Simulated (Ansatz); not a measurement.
SnH₃S: several calculations on one system

Part 1: Relaxation

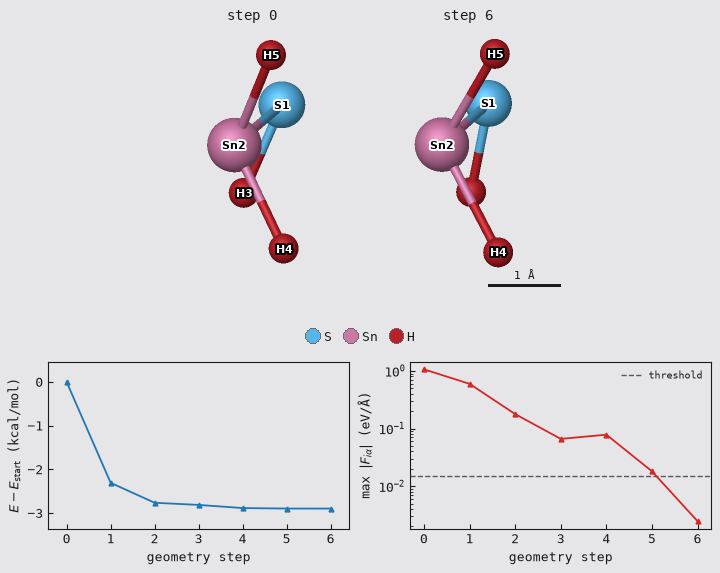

First and last geometry of a relaxation of SnH3S (multiplicity 2), with the history of the run. Style: ball-and-stick. Shown from a free direction.

The run prepares an end point of a later path (torsion) calculation, from a guessed geometry.

These are results of UKS B3LYP-D4/def2-SVP (Ansatz), not measurements. (collinear spin; force threshold 0.015 eV/Å; at most 40 steps)

What do the curves and the structures tell?

It converged. The atom that moves furthest after the best rigid fit is H3 (0.16 Å). By element the largest moves are H 0.16 Å, S 0.15 Å, Sn 0.13 Å. Near-neighbour distances that change, for instance: Sn2–H4 1.672 → 1.749 Å, S1–H3 1.414 → 1.354 Å, Sn2–H5 1.748 → 1.742 Å. Among the angles between lasting bonds that change: S1–Sn2–H5 109.9° → 102.5°, Sn2–S1–H3 89.0° → 94.0°, S1–Sn2–H4 110.2° → 106.9°. After 6 geometry steps the energy has fallen by 2.90 kcal/mol. Largest force component: 1.1 eV/Å at the start, 0.0025 eV/Å at the end.

```tsv
step	E − E(0), kcal/mol	largest force component, eV/Å
0	0.00	1.0639
1	-2.31	0.5963
2	-2.76	0.1780
3	-2.81	0.0661
4	-2.88	0.0783
5	-2.89	0.0181
6	-2.90	0.0025
```

Part 2: Relaxation

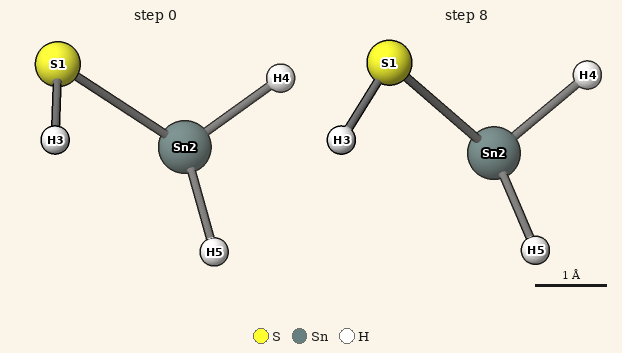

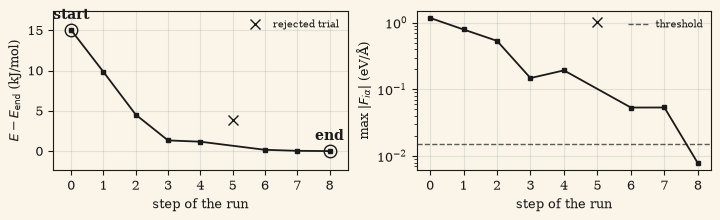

First and last geometry of a relaxation of SnH3S (multiplicity 2), with the history of the run. Style: ball-and-stick. Shown at a tilt.

The run prepares an end point of a later path (torsion) calculation, from a guessed geometry.

Level of theory: Ansatz, UKS B3LYP-D4/def2-SVP.

The input:
```yaml
crystal:
  periodic: [false, false, false]
  atoms:
    - { symbol: S, position_ang: [1.0378, -0.8553, 1.128] }
    - { symbol: Sn, position_ang: [-0.0511, 0.3995, -0.6984] }
    - { symbol: H, position_ang: [0.3205, -2.0081, 0.7315] }
    - { symbol: H, position_ang: [1.10216, 1.06785, -1.70848] }
    - { symbol: H, position_ang: [-1.08512, -0.66635, -1.62022] }
magnetization:
  spin_polarized: true
  initial_magnetization: 1
basis:
  gaussian: { orbitals: def2-SVP }
hamiltonian:
  xc: b3lyp
  dispersion: d4
relax:
  f_tol: 0.015
  max_steps: 40
```

Run as
```bash
ansatz run input.yaml --threads 1 --pin off --max-ram 2048MiB --backend cpu --events-out ev --progress --plain --runs-dir out
```

### What do the curves and the structures tell?

It converged. The atom that moves furthest after the best rigid fit is H3 (0.41 Å). Largest moves by element: H 0.41 Å, S 0.41 Å, Sn 0.09 Å. Near-neighbour distances that change, for instance: Sn2–H4 1.672 → 1.742 Å, S1–H3 1.414 → 1.354 Å. Bond angles that change, for instance: S1–Sn2–H4 110.2° → 102.5°, Sn2–S1–H3 89.0° → 94.0°, S1–Sn2–H5 109.9° → 106.9°. Groups turn about S1–Sn2 by about 40°. After 7 accepted moves (8 points after the start) the energy has fallen by 15.0 kJ/mol. The largest force component goes from 1.2 to 0.0078 eV/Å. The line search rejected the trial step at point 5 of the run. The run took 35 s on 1 thread of Intel(R) Xeon(R) Processor @ 2.70GHz, on a shared host, peak memory 0.17 GiB.

```
step  E − E(0), kJ/mol  largest force component, eV/Å      note
   0              0.00                         1.1814          
   1             -5.20                         0.7923          
   2            -10.50                         0.5348          
   3            -13.70                         0.1479          
   4            -13.86                         0.1930          
   5            -11.22                         1.0397  rejected
   6            -14.87                         0.0535          
   7            -15.00                         0.0535          
   8            -15.03                         0.0078
```

Part 3: Path

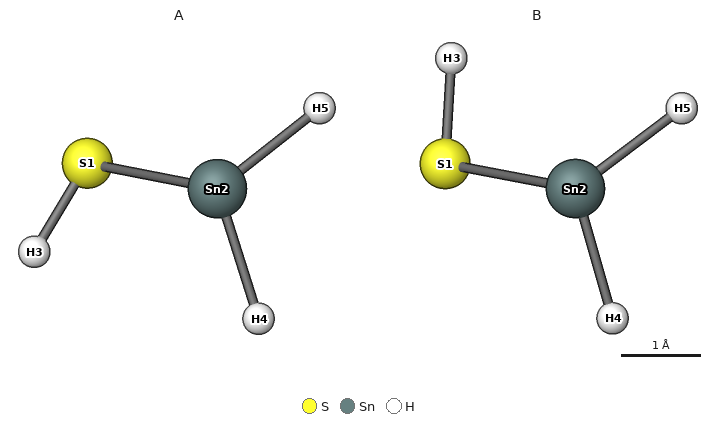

The two relaxed end points of a path for SnH3S (multiplicity 2). Style: ball-and-stick. Shown at a tilt.

Method: Ansatz 0.2.0, UKS B3LYP-D4/def2-SVP.

Settings: 9 movable images; climbing image; force threshold 0.03 eV/Å; iteration limit 57.

Start:
```xyz
5

S     1.0813   -0.8541    0.9852
Sn   -0.0256    0.4002   -0.8270
H     0.2700   -1.9315    0.8632
H    -1.7483    0.2725   -0.5534
H     0.4725    2.0393   -0.5094
```

End:
```xyz
5

S     0.1121   -1.4189    0.9176
Sn   -0.2425    0.2734   -0.8415
H     1.4546   -1.2444    0.9486
H    -1.9422    0.6246   -0.6913
H     0.6678    1.6917   -0.3748
```

Predict the minimum-energy path and its barrier.

Answer. The barrier is about 11.5 kJ/mol in both directions, with image 5 at the top; the ends have the same energy. The motion is a rotation about the S1–Sn2 bond by about 150°. No bond forms or breaks between the ends. Bond angles that change up to the highest image, for instance: S1–Sn2–H5 102.5° → 107.9°. The band converged in 7 iterations. The largest component of the band force went from 21 to 0.016 eV/Å. The climbing image converged on the top of the path. Its vibrational analysis gives one imaginary mode (281i cm⁻¹), as a transition state must have.

Energies of the converged images:

```json
{"image": "0", "path (Å)": "0.00", "E (kJ/mol)": "0.0"}
{"image": "1", "path (Å)": "0.24", "E (kJ/mol)": "0.8"}
{"image": "2", "path (Å)": "0.48", "E (kJ/mol)": "3.2"}
{"image": "3", "path (Å)": "0.72", "E (kJ/mol)": "6.8"}
{"image": "4", "path (Å)": "0.96", "E (kJ/mol)": "10.2"}
{"image": "5", "path (Å)": "1.20", "E (kJ/mol)": "11.5"}
{"image": "6", "path (Å)": "1.44", "E (kJ/mol)": "10.1"}
{"image": "7", "path (Å)": "1.68", "E (kJ/mol)": "6.8"}
{"image": "8", "path (Å)": "1.91", "E (kJ/mol)": "3.3"}
{"image": "9", "path (Å)": "2.15", "E (kJ/mol)": "0.8"}
{"image": "10", "path (Å)": "2.39", "E (kJ/mol)": "0.0"}
```

The geometry at the top of the path:

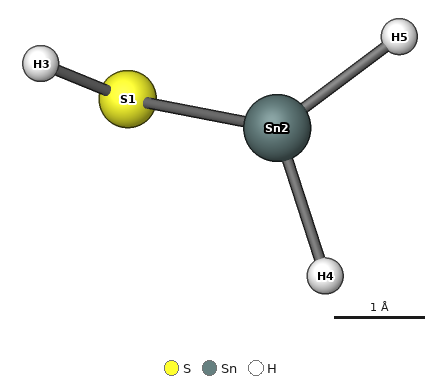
